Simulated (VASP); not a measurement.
Band structure of Zn$_{7}$Tc (space group Fm-3m). Computed with PBEsol GGA, VASP's PBE PAW potentials (set 64) (plane waves; VASP).

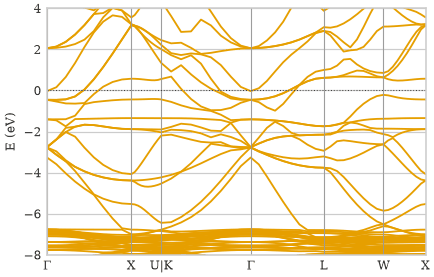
Figure. Bands along high-symmetry lines, zero at the valence-band maximum or, without a gap, the Fermi level

Problem. Read the plot: is there a gap, and where are the band edges?

Solution. It has no gap at this level: it comes out as a metal or semimetal.

The structure comes from a computed database's Zn7Tc entry (Fm-3m); how it stands against other phases isn't given here. The cell was not relaxed at this level. The electron count is odd and the run is not spin-polarised, which forces a metal.
